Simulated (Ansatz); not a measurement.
# Quasi-harmonic thermodynamics of TePb (Fm-3m)

Aim: the lattice, expansion, heat capacity and bulk modulus of TePb as it warms.

Method: DFT RPBE, scalar-relativistic, plane waves, PAW, in Ansatz 0.2.0.

### Step 1. Set-up

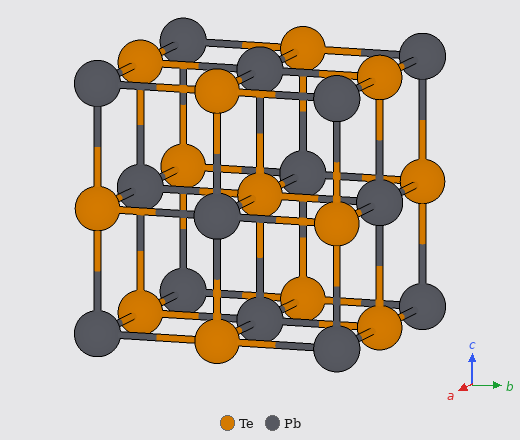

The cell as given, slightly off an axis (tellurium orange, lead dark grey). This picture shows the conventional cell, with its axes. Some periodic images of atoms are drawn too.

### Step 2. Probe on a coarse mesh

A cheap single point shows whether the cell is a metal or an insulator and how far it is from rest; that sets the k-mesh and the occupations of what follows.

input.yaml reads:

```yaml
crystal:
  lattice:
    - [0.0, 3.231, 3.231]
    - [3.231, 0.0, 3.231]
    - [3.231, 3.231, 0.0]
  atoms:
    - { symbol: Te, position: [0.5, 0.5, 0.5] }
    - { symbol: Pb, position: [0.0, 0.0, 0.0] }
kpoints:
  mp_grid: { grid: [6, 6, 6] }
hamiltonian:
  xc: rpbe
scf:
  occupations: { method: gaussian, width: 0.1 }
output:
  forces: true
  stress: true
  eigenvalues: true
```

Launch:

```bash
$ ansatz run input.yaml --threads 4 --pin off --max-ram 8192MiB --backend cpu --events-out ev --progress --plain --runs-dir out
```

Numbers of over 12 decimals in the logs are rounded to 6 here.

The log of the run:

```text
Engine: ansatz 0.2.0, x86_64-unknown-linux-gnu
Pseudopotentials: kind: paw
Pseudopotential: Te, paw, valence charge 16, recommended cutoff 420 eV (normal), Te.paw.azcp
Pseudopotential: Pb, paw, valence charge 14, recommended cutoff 420 eV (normal), Pb.paw.azcp
Functional definition: RPBE
  parameter kappa = 0.804
  parameter beta = 0.066725
  exchange = rpbe_x(kappa = kappa, mu = beta*pi^2/3)
  correlation = pbe_c(beta = beta)
Crystal: 2 atoms, lattice volume = 67.459 Å³
Basis set: ecut = 420 eV, 1363 PW (Γ), exchange–correlation on 64×64×64 points (8 copies of the dense FFT grid, shifted against one another)
Bands: 19, of which v1, the nominal top of the filled ones, is band 15 counted from 1 (14 counted from 0)
Symmetry: 48 space group operations
Space group: Fm-3m (ITA 225), of the structure as read, at distance tolerance 4.1e-5 Å
k-points: 16 of 216
Non-local potential: Te, projectors of the file, l = 0: 2, l = 1: 2, l = 2: 2, l = 3: 2
Non-local potential: Pb, projectors of the file, l = 0: 2, l = 1: 2, l = 2: 2, l = 3: 2
PAW form: soft (Blöchl's): semilocal exchange-correlation on the pseudo side does not see the compensation charge
PAW frozen core: Te, regenerated for the run's functional, and the local potential with it (the file was generated under x = pbe(κ = 0.804, μ = 0.219515), c = pbe(β = 0.066725))
PAW frozen core: Pb, regenerated for the run's functional, and the local potential with it (the file was generated under x = pbe(κ = 0.804, μ = 0.219515), c = pbe(β = 0.066725))
PAW one-centre angular grid: Te, 590 points (default); XC on 64 Gauss nodes
PAW one-centre angular grid: Pb, 590 points (default); XC on 64 Gauss nodes
Initial density: superposition of atomic densities (neutral atoms: chi_scale 0, normalization atom), corrected by the library's trained network
Initial wavefunctions: pseudopotential atomic-orbital guess
Functional: x = rpbe, c = pbe(β = 0.066725)
SCF iter   1: F=—  HF=-18911.288100 eV  |F-HF|=—  |Δ(HF+E_count)|=         —  Δρ=1.92e-3  dr2=2.07e-3  ethr=1.77e-3  ⟨swp⟩=6.4  Hψ=1559  notcnv=0
preconditioner: auto → none  [insulator: Δε(μ)=0.796 eV  Ē_g=14.817 eV  σ=0.100 eV  W_gap=1.00  n_scr=14 (ndim 8)  ℏωp=20.2 eV  f_vac=0.014  D(μ)=0.00/eV (n_scr^D=0)  ε∞_Penn≈2.9]
SCF iter   2: F=—  HF=-18911.285900 eV  |F-HF|=—  |Δ(HF+E_count)|=   2.20e-3  Δρ=6.12e-4  dr2=1.46e-4  ethr=6.89e-6  ⟨swp⟩=2.2  Hψ=684  notcnv=0
SCF iter   3: F=—  HF=-18911.285992 eV  |F-HF|=—  |Δ(HF+E_count)|=   9.29e-5  Δρ=3.20e-4  dr2=3.71e-5  ethr=4.87e-7  ⟨swp⟩=3.0  Hψ=553  notcnv=0
SCF iter   4: F=—  HF=-18911.286045 eV  |F-HF|=—  |Δ(HF+E_count)|=   5.28e-5  Δρ=4.72e-5  dr2=3.81e-6  ethr=1.24e-7  ⟨swp⟩=2.0  Hψ=384  notcnv=0
SCF iter   5: F=—  HF=-18911.286044 eV  |F-HF|=—  |Δ(HF+E_count)|=   1.22e-6  Δρ=1.52e-5  dr2=1.86e-7  ethr=1.27e-8  ⟨swp⟩=2.1  Hψ=433  notcnv=0
SCF iter   6: F=-18911.286044 eV  HF=-18911.286044 eV  |F-HF|=1.84e-8  |Δ(HF+E_count)|=   1.67e-7  Δρ=4.53e-6  dr2=2.21e-8  ethr=3.33e-10  ⟨swp⟩=6.8  Hψ=1510  notcnv=0
SCF 1 converged in 6 iterations: F = -18911.286044 eV  dr2 = 2.21e-8
  greatest PAW one-centre occupation: 0.997 electrons in one spin orbital (limit 2), on the Te atom at site 0 (counted from 0), in its partial waves of l = 2
SCF converged after 6 iterations
Free energy (F): -18911.286044 eV
Harris-Foulkes:  -18911.286044 eV  (|F-HF|=1.84e-8)
Internal energy: -18911.286044 eV  (E = F + TS)
E sigma→0 (E₀):  -18911.286044 eV
Fermi energy:    9.227219 eV
--- Per-component energies (eV) ---
  E_band       = -313.655196
  E_kinetic    = 468.083951
  E_local      = -2384.844010  (includes V_loc(G=0)·N_el)
  E_nonlocal   = 38.650968
  E_hartree    = 1256.283026
  E_xc         = -346.113109
  E_vxc        = -236.699957  (∫ρ·V_xc dr)
  E_paw        = -15090.466658  (= ΣΔE_a)
  E_vpaw       = -711.418106  (= ΣTr[D̂ρ^β])
  E_aug_tail   = -0.000140  (compensation charges beyond the density's cutoff)
  E_ewald      = -2852.919164
  E_core_change = 0.039091  (= ΣΔE_core)
  E_smearing   = -0.000000  (= −TS)
  E_closure    = -0.000000  (closes the sum)
  Σ components = -18911.286044   (vs F -18911.286044, Δ=0.00e0)
--- Forces (eV/Å), atoms counted from 1 ---
  atom   1  Te     0.00000000    -0.00000000     0.00000000
  atom   2  Pb    -0.00000000     0.00000000    -0.00000000
  max |Σ_I F_I| component: 2.93e-29 eV/Å
--- Stress (GPa, compression-positive) ---
        3.671586      -0.000000       0.000000
       -0.000000       3.671586       0.000000
        0.000000      -0.000000       3.671586
  P = ⅓ Tr σ = 3.6716 GPa (36.716 kbar)
--- Band table (eV; the first three rows and the last of 16) ---
  k-point 0: bands = [... 11 lower, 3.2697, 7.4611, 7.4611, 7.4611, 12.9363, 12.9363, 12.9363, 14.6586]
  k-point 1: bands = [... 11 lower, 2.5322, 7.5325, 7.5325, 7.8630, 11.7703, 11.9928, 11.9928, 14.5484]
  k-point 2: bands = [... 11 lower, 1.1277, 7.7439, 7.7439, 8.4541, 10.3398, 10.7014, 10.7014, 15.5086]
  k-point 15: bands = [... 11 lower, 1.0304, 4.6701, 5.4827, 7.5622, 11.6506, 13.1989, 14.8536, 14.9000]
```

Wall time 0.44 s (4 threads of Intel Xeon Gold 6455B (Sapphire Rapids), shared host); peak memory 0.4 GiB; 1.1 s of CPU time.

Reading the cycles: dr2 is the Hartree energy of the density residual (eV), the measure of convergence; HF is the Harris–Foulkes estimate of the energy, which meets the free energy F at convergence.

This step gave:

```yaml
pressure: 3.672 GPa
gap_on_the_k_mesh: 0.7943 eV
volume_per_atom: 33.73 Å³
```

The start is under 3.7 GPa at this level and looks like an insulator or semiconductor on this mesh.

### Step 3. Finding the static equilibrium

The vibrations must be taken about the equilibrium of this functional, not about the starting cell, so the structure is relaxed.

input.yaml, the sections that differ from step 2:

```yaml
kpoints:
  mp_grid: { grid: [8, 8, 8] }
scf:
  occupations: { method: gaussian, width: 0.02 }
relax:
  adjacent_minimum: "off"
  f_tol: 0.005
  max_steps: 80
  cell: { stress_tol: 0.05 }
# crystal, hamiltonian, output: as in step 2
```

The log of the run:

```text
[...]
Crystal: 2 atoms, lattice volume = 67.459 Å³
Basis set: ecut = 420 eV, 1363 PW (Γ), exchange–correlation on 64×64×64 points (8 copies of the dense FFT grid, shifted against one another)
Bands: 19, of which v1, the nominal top of the filled ones, is band 15 counted from 1 (14 counted from 0)
Symmetry: 48 space group operations
[...]
k-points: 29 of 512
[...]
SCF iter   1: F=—  HF=-18911.287537 eV  |F-HF|=—  |Δ(HF+E_count)|=         —  Δρ=1.93e-3  dr2=2.08e-3  ethr=1.77e-3  ⟨swp⟩=6.8  Hψ=2930  notcnv=0
[...]
SCF iter   6: F=-18911.285359 eV  HF=-18911.285359 eV  |F-HF|=1.25e-8  |Δ(HF+E_count)|=   1.49e-7  Δρ=3.94e-6  dr2=1.73e-8  ethr=3.33e-10  ⟨swp⟩=6.3  Hψ=2627  notcnv=0
SCF 1 converged in 6 iterations: F = -18911.285359 eV  dr2 = 1.73e-8
[...]
relax step   1: F+E_penalty+E_count = -18911.28535899 eV  Δ(F+E_penalty+E_count) = +0.000e0 eV  max|allowed force component| = 2.206e-29 eV/Å  Δτ_max = 0.0000 Å  P = +3.663 GPa  Ω = 67.459 Å³  (6 SCF iters, dr2 threshold 1.00e-7 eV, accepted)
Crystal: 2 atoms, lattice volume = 75.119 Å³
Basis set: ecut = 420 eV, 1459 PW (Γ), exchange–correlation on 64×64×64 points (8 copies of the dense FFT grid, shifted against one another)
[...]
iter 1 solved again at ethr=9.88e-6 eV; its pass at ethr=3.10e-3 eV (dr2=2.96e-3 eV) is discarded
[...]
SCF iter   5: F=-18911.347298 eV  HF=-18911.347298 eV  |F-HF|=1.54e-7  |Δ(HF+E_count)|=   5.04e-6  Δρ=1.22e-5  dr2=1.09e-7  ethr=6.67e-10  ⟨swp⟩=5.2  Hψ=2987  notcnv=0
SCF 2 converged in 5 iterations: F = -18911.347298 eV  dr2 = 1.09e-7
relax step   2: F+E_penalty+E_count = -18911.34729848 eV  Δ(F+E_penalty+E_count) = -6.194e-2 eV  max|allowed force component| = 1.348e-30 eV/Å  Δτ_max = 0.0000 Å  P = -0.620 GPa  Ω = 75.119 Å³  energy of the carried Pulay correction = -9.564e-4 eV  (5 SCF iters, dr2 threshold 2.00e-7 eV, accepted)
Crystal: 2 atoms, lattice volume = 73.905 Å³
[...]
SCF iter   4: F=-18911.350179 eV  HF=-18911.350179 eV  |F-HF|=5.82e-8  |Δ(HF+E_count)|=   1.68e-6  Δρ=7.86e-6  dr2=4.82e-8  ethr=6.67e-10  ⟨swp⟩=4.8  Hψ=2706  notcnv=0
SCF 3 converged in 4 iterations: F = -18911.350179 eV  dr2 = 4.82e-8
relax step   3: F+E_penalty+E_count = -18911.35017869 eV  Δ(F+E_penalty+E_count) = -2.880e-3 eV  max|allowed force component| = 1.190e-29 eV/Å  Δτ_max = 0.0000 Å  P = -0.094 GPa  Ω = 73.905 Å³  energy of the carried Pulay correction = -8.117e-4 eV  (4 SCF iters, dr2 threshold 2.00e-7 eV, accepted)
[...]
relax step   4: F+E_penalty+E_count = -18911.35026575 eV  Δ(F+E_penalty+E_count) = -8.707e-5 eV  max|allowed force component| = 1.121e-29 eV/Å  Δτ_max = 0.0000 Å  P = +0.003 GPa  Ω = 73.692 Å³  energy of the carried Pulay correction = -7.860e-4 eV  (4 SCF iters, dr2 threshold 2.22e-8 eV, accepted)
[...]
SCF iter   6: F=-18911.351004 eV  HF=-18911.351004 eV  |F-HF|=4.37e-11  |Δ(HF+E_count)|=   1.04e-8  Δρ=9.18e-8  dr2=6.33e-12  ethr=1.00e-12  ⟨swp⟩=5.8  Hψ=3064  notcnv=0
SCF 5 converged in 6 iterations: F = -18911.351004 eV  dr2 = 6.33e-12
relax step   5: F+E_penalty+E_count = -18911.35100367 eV  Δ(F+E_penalty+E_count) = -7.379e-4 eV  max|allowed force component| = 1.101e-29 eV/Å  Δτ_max = 0.0000 Å  P = -0.001 GPa  Ω = 73.692 Å³  stress off target by 7.04e-4 GPa  SCF on the basis re-selected at this cell (its energy is not comparable with the rows above)  (6 SCF iters)
basis re-selected at this cell: Δ(F+E_penalty+E_count) = -7.379e-4 eV, ΔP = -0.003 GPa vs the last step (what re-selecting the basis moved, of the pressure what is left beyond the Pulay correction that the steps carried, after the strain that the cell walked since its last selection, with what the two solves' SCF thresholds leave and, on support functions, any second-order correction that the steps lacked; it is no m [...]
SCF converged after 6 iterations
Free energy (F): -18911.351004 eV
[...]
Internal energy: -18911.351004 eV  (E = F + TS)
E sigma→0 (E₀):  -18911.351004 eV
Fermi energy:    7.957781 eV
[...]
--- Stress (GPa, compression-positive) ---
       -0.000704      -0.000000      -0.000000
       -0.000000      -0.000704       0.000000
       -0.000000       0.000000      -0.000704
  P = ⅓ Tr σ = -0.0007 GPa (-0.007 kbar)
--- Band table (eV; the first three rows and the last of 29) ---
  k-point 0: bands = [... 11 lower, 1.7077, 6.4405, 6.4405, 6.4405, 11.4826, 11.4826, 11.4826, 13.5159]
  k-point 1: bands = [... 11 lower, 1.3819, 6.4763, 6.4763, 6.6052, 10.7879, 10.9638, 10.9638, 13.3979]
  k-point 2: bands = [... 11 lower, 0.6114, 6.5861, 6.5861, 6.9425, 9.6978, 10.0415, 10.0415, 13.6795]
  k-point 28: bands = [... 11 lower, -0.1917, 4.3010, 4.3010, 7.2411, 9.2749, 12.6764, 12.6764, 14.2231]
--- Relaxed structure (4 steps of the walk, 4 accepted, 1 SCFs on fresh bases) ---
  F+E_penalty+E_count = -18911.35100367 eV   max|allowed force component| = 1.101e-29 eV/Å   (the final SCF, on the basis selected at the relaxed cell)
  cell:  # Å, volume = 73.6918 Å³
    - [0, 3.327589, 3.327589]
    - [3.327589, 0, 3.327589]
    - [3.327589, 3.327589, 0]
  atoms:
    - { symbol: Te, position: [0.5, 0.5, 0.5] }
    - { symbol: Pb, position: [0, 0, 0] }
```

It took 2.2 s on 4 threads; peak memory 0.46 GiB; 7.2 s of CPU time.

The steps of the relaxation:

```tsv
step	energy less that of the first step (eV)	largest force component (eV/Å)	pressure (GPa)	volume (Å³)
1	0.0000	0.0000	3.66	67.46
2	-0.0619	0.0000	-0.62	75.12
3	-0.0648	0.0000	-0.09	73.91
4	-0.0649	0.0000	0.00	73.69
5*	-0.0656	0.0000	0.00	73.69
```

Relaxation steps marked * repeat the geometry before them on a plane-wave basis chosen anew for their cell, so energy and pressure can jump there.

Forces are held to the 48 operations that the run works with; a distortion that breaks them can't arise in this run.

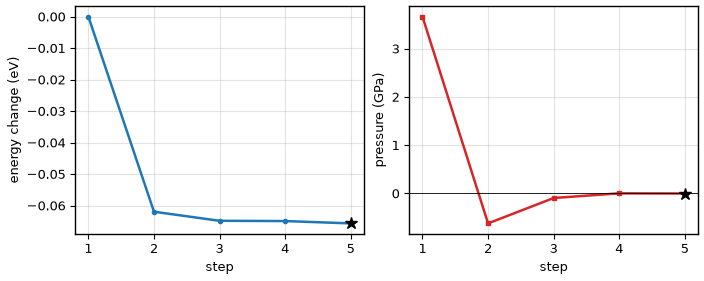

Energy and pressure along the relaxation. Stars mark steps on a basis chosen anew.

```tsv
conventional cell, symmetrised	before	after	change
a (Å)	6.462	6.655	+3.0 %
b (Å)	6.462	6.655	+3.0 %
c (Å)	6.462	6.655	+3.0 %
volume (Å³/atom)	33.73	36.85	+9.2 %
```

Final coordinates:

```
Te Pb
1.0
     0.00000    3.32759    3.32759
     3.32759    0.00000    3.32759
     3.32759    3.32759    0.00000
Te Pb
1 1
Direct
  0.50000 0.50000 0.50000
  0.00000 0.00000 0.00000
```

This step gave:

| Quantity | Value |
| --- | --- |
| pressure | -7.04e-4 GPa |
| gap on the k-mesh | 0.9655 eV |
| volume per atom | 36.85 Å³ |

The relaxation ends with a pressure of 0.00 GPa.

### Step 4. A second relaxation

The relaxation is run once more from where the first one ended, as the script does after a large change of volume or of the gap, with mesh and occupations reviewed.

input.yaml, the sections that differ from step 3:

```yaml
crystal:
  lattice:
    - [0.0, 3.327588809, 3.327588809]
    - [3.327588809, 0.0, 3.327588809]
    - [3.327588809, 3.327588809, 0.0]
  atoms:
    - { symbol: Te, position: [0.5, 0.5, 0.5] }
    - { symbol: Pb, position: [0.0, 0.0, 0.0] }
output:
  forces: true
  stress: true
  eigenvalues: true
  write_density: true
  write_potential: true
  elf: true
  volumetric_format: npy
# kpoints, hamiltonian, scf, relax: as in step 3
```

The log of the run:

```text
[...]
Crystal: 2 atoms, lattice volume = 73.692 Å³
Basis set: ecut = 420 eV, 1459 PW (Γ), exchange–correlation on 64×64×64 points (8 copies of the dense FFT grid, shifted against one another)
Bands: 19, of which v1, the nominal top of the filled ones, is band 15 counted from 1 (14 counted from 0)
Symmetry: 48 space group operations
[...]
k-points: 29 of 512
[...]
SCF iter   1: F=—  HF=-18911.352817 eV  |F-HF|=—  |Δ(HF+E_count)|=         —  Δρ=1.83e-3  dr2=2.30e-3  ethr=1.77e-3  ⟨swp⟩=6.8  Hψ=2874  notcnv=0
[...]
SCF iter   6: F=-18911.351004 eV  HF=-18911.351004 eV  |F-HF|=6.04e-8  |Δ(HF+E_count)|=   4.19e-7  Δρ=7.39e-6  dr2=6.83e-8  ethr=3.33e-10  ⟨swp⟩=8.3  Hψ=4352  notcnv=0
SCF 1 converged in 6 iterations: F = -18911.351004 eV  dr2 = 6.83e-8
[...]
relax step   1: F+E_penalty+E_count = -18911.35100364 eV  Δ(F+E_penalty+E_count) = +0.000e0 eV  max|allowed force component| = 1.568e-29 eV/Å  Δτ_max = 0.0000 Å  P = -0.000 GPa  Ω = 73.692 Å³  (6 SCF iters, dr2 threshold 1.00e-7 eV, accepted)
[...]
SCF iter   5: F=-18911.351004 eV  HF=-18911.351004 eV  |F-HF|=2.55e-11  |Δ(HF+E_count)|=  1.67e-10  Δρ=1.13e-7  dr2=1.26e-11  ethr=1.00e-12  ⟨swp⟩=5.6  Hψ=2882  notcnv=0
SCF 2 converged in 5 iterations: F = -18911.351004 eV  dr2 = 1.26e-11
relax step   2: F+E_penalty+E_count = -18911.35100367 eV  Δ(F+E_penalty+E_count) = -3.441e-8 eV  max|allowed force component| = 1.611e-29 eV/Å  Δτ_max = 0.0000 Å  P = -0.001 GPa  Ω = 73.692 Å³  stress off target by 6.97e-4 GPa  SCF on the basis re-selected at this cell (its energy is not comparable with the rows above)  (5 SCF iters)
[...]
SCF converged after 5 iterations
Free energy (F): -18911.351004 eV
[...]
Internal energy: -18911.351004 eV  (E = F + TS)
E sigma→0 (E₀):  -18911.351004 eV
Fermi energy:    7.957775 eV
[...]
--- Stress (GPa, compression-positive) ---
       -0.000697      -0.000000       0.000000
       -0.000000      -0.000697      -0.000000
        0.000000       0.000000      -0.000697
  P = ⅓ Tr σ = -0.0007 GPa (-0.007 kbar)
--- Band table (eV; the first three rows and the last of 29) ---
  k-point 0: bands = [... 11 lower, 1.7077, 6.4405, 6.4405, 6.4405, 11.4826, 11.4826, 11.4826, 13.5159]
  k-point 1: bands = [... 11 lower, 1.3819, 6.4763, 6.4763, 6.6052, 10.7879, 10.9638, 10.9638, 13.3979]
  k-point 2: bands = [... 11 lower, 0.6114, 6.5861, 6.5861, 6.9425, 9.6978, 10.0415, 10.0415, 13.6795]
  k-point 28: bands = [... 11 lower, -0.1917, 4.3010, 4.3010, 7.2411, 9.2749, 12.6764, 12.6764, 14.2231]
--- Relaxed structure (1 steps of the walk, 1 accepted, 1 SCFs on fresh bases) ---
[...]
cell:  # Å, volume = 73.6918 Å³
    - [0.0, 3.327588809, 3.327588809]
    - [3.327588809, 0.0, 3.327588809]
    - [3.327588809, 3.327588809, 0.0]
  atoms:
    - { symbol: Te, position: [0.5, 0.5, 0.5] }
    - { symbol: Pb, position: [0.0, 0.0, 0.0] }
```

It took 1.1 s on 4 threads; peak memory 0.47 GiB.

Little changed from the start: no atom moved by 0.005 Å and no cell edge by 0.1 %.

Numbers from this step:

* pressure: -6.97e-4 GPa

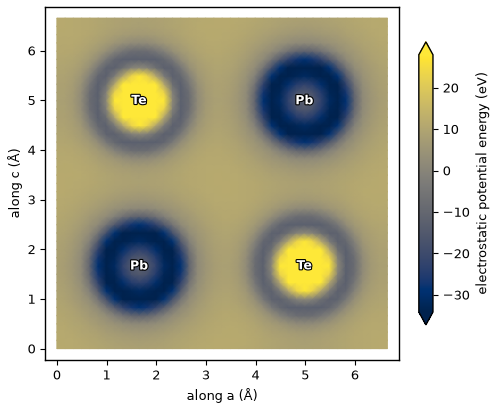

Electrostatic potential energy in the ac plane of the conventional cell at fractional y = 0.000, with atoms of Te and Pb within 0.2 Å of it. With pseudopotentials it is smooth inside the atoms' cores, unlike the true potential. The map starts off the cell's origin, so that atoms lie inside it.

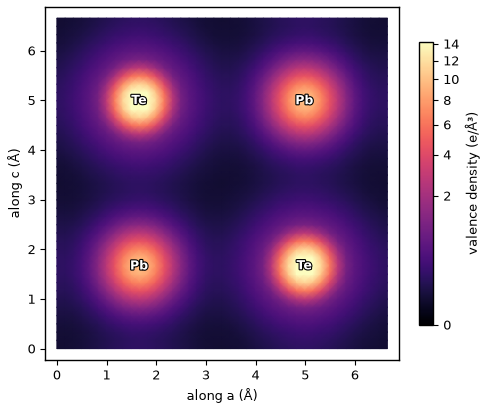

Valence density in the ac plane of the conventional cell at fractional y = 0.000, with atoms of Te and Pb within 0.2 Å of it. It is the smooth field of the valence electrons, not physical close to the nuclei. The map starts off the cell's origin, so that atoms lie inside it. The colour scale is stretched toward low values.

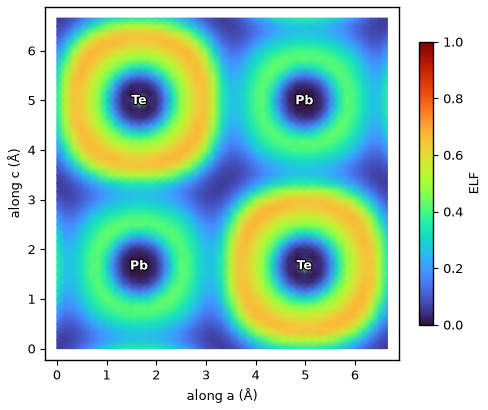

ELF in the ac plane of the conventional cell at fractional y = 0.000, with atoms of Te and Pb within 0.2 Å of it. It is the smooth field of the valence electrons, not physical close to the nuclei. The map starts off the cell's origin, so that atoms lie inside it.

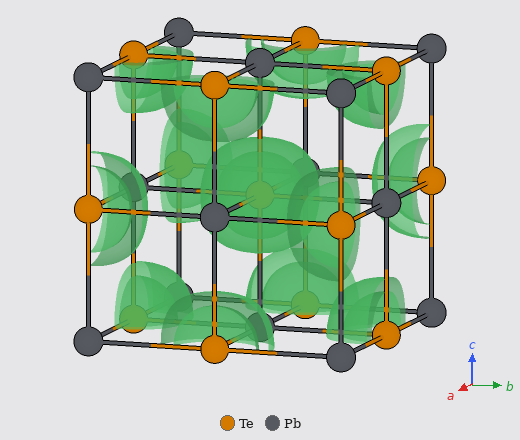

Surface of ELF = 0.6.

### Step 5. Tight relaxation

The relaxation is repeated with tighter thresholds on force and stress, since phonons are sensitive to what is left; a change of mesh or smearing in the input moves the cell too.

input.yaml, the sections that differ from step 4:

```yaml
scf:
  occupations: { method: fixed }
output:
  forces: true
  stress: true
  eigenvalues: true
relax:
  adjacent_minimum: "off"
  f_tol: 0.001
  max_steps: 60
  cell: { stress_tol: 0.01 }
# crystal, kpoints, hamiltonian: as in step 4
```

The log of the run:

```text
[...]
Crystal: 2 atoms, lattice volume = 73.692 Å³
Basis set: ecut = 420 eV, 1459 PW (Γ), exchange–correlation on 64×64×64 points (8 copies of the dense FFT grid, shifted against one another)
Bands: 19, of which v1, the nominal top of the filled ones, is band 15 counted from 1 (14 counted from 0)
Symmetry: 48 space group operations
[...]
k-points: 29 of 512
[...]
k-point 28: bands = [... 11 lower, -0.1917, 4.3010, 4.3010, 7.2411, 9.2749, 12.6764, 12.6764, 14.2231]
--- Relaxed structure (1 steps of the walk, 1 accepted, 1 SCFs on fresh bases) ---
[...]
cell:  # Å, volume = 73.6918 Å³
    - [0.0, 3.327588809, 3.327588809]
    - [3.327588809, 0.0, 3.327588809]
    - [3.327588809, 3.327588809, 0.0]
  atoms:
    - { symbol: Te, position: [0.5, 0.5, 0.5] }
    - { symbol: Pb, position: [0.0, 0.0, 0.0] }
[key lines of the parts left out:]
SCF converged after 6 iterations
Free energy (F): -18911.351004 eV
Fermi energy:    7.475032 eV
P = ⅓ Tr σ = -0.0007 GPa (-0.007 kbar)
```

Elapsed: 1.1 s, on 4 threads; peak memory 0.45 GiB.

Little changed from the start: no atom moved by 0.005 Å and no cell edge by 0.1 %.

Numbers from this step:

```
pressure : -7.00e-4 GPa
```

The residual pressure is -7.0e-4 GPa, small enough for phonons.

[end of part 1 of 2]

[Logs are printed without paths, hosts, clocks, repeated set-up lines and the standing remarks that a program may print on its own settings, such as how far it seeks lower states.]

[Hosts, paths, dates, database ids (printed as entryN), source tags and the programs' standing remarks are cut or masked in the printed files.]

[A step with changed settings may run another functional than the one named; its input shows which.]

[Pressures of single members of a volume series are the stress at the run's cutoff; with an incomplete basis they can lie off −dE/dV of the same runs, and they are not shown converged.]
